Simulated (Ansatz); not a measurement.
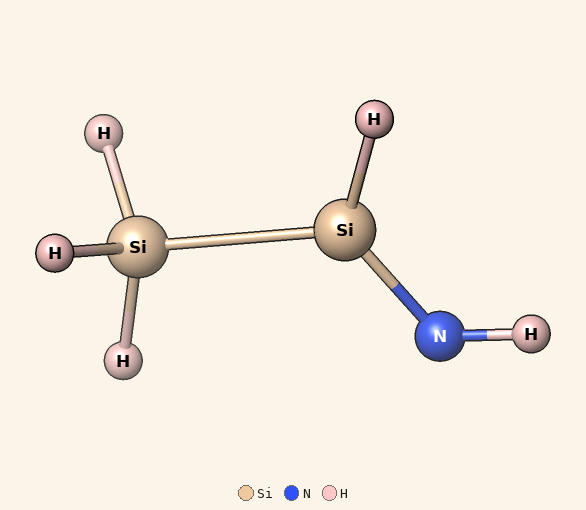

Depth is shown by fading: the farther an atom, the more it takes the colour of the background. The geometry was computed by an optimisation with PBE0-D4/def2-TZVP.

> List the symmetry elements and name the point group.

It has 1 mirror plane, so the point group is Cs. The group has 2 operations. The geometry is achiral, and symmetry allows a dipole moment.
